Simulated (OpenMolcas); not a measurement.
# How basis sets differ on CH4BNO (SMILES [H]/N=C/BO)

The species is CH4BNO (8 atoms), meant as a singlet with charge 0. As SMILES, `[H]/N=C/BO`. The shape is that of a GFN2-xTB optimisation. This is one conformer, not always the lowest.

Quantity: the HOMO–LUMO gap, in eV. The values are calculated.

```
      level          kind     program  value (eV)
HF/ANO-L-MB  Hartree–Fock  OpenMolcas       13.79
  HF/STO-3G  Hartree–Fock  OpenMolcas       15.46
   HF/3-21G  Hartree–Fock  OpenMolcas       13.84
HF/def2-SVP  Hartree–Fock  OpenMolcas       13.75
```

The values span 13.75 to 15.46 eV. A Hartree–Fock LUMO above zero doesn't converge with the basis: it sinks as sets grow more diffuse. Orbital gaps aren't excitation energies.

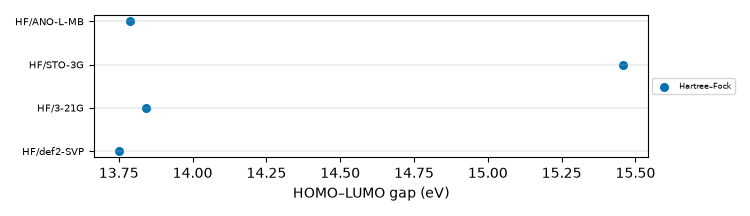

The values of the table, level by level.
